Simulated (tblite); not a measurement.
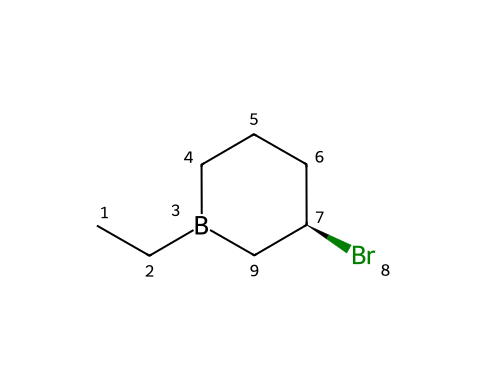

A structural formula, with wedges where it has stereocentres; small numbers name the atoms. The configuration is that of a computed structure (GFN2-xTB).

**Give the R/S and E/Z labels.**

C7: S.
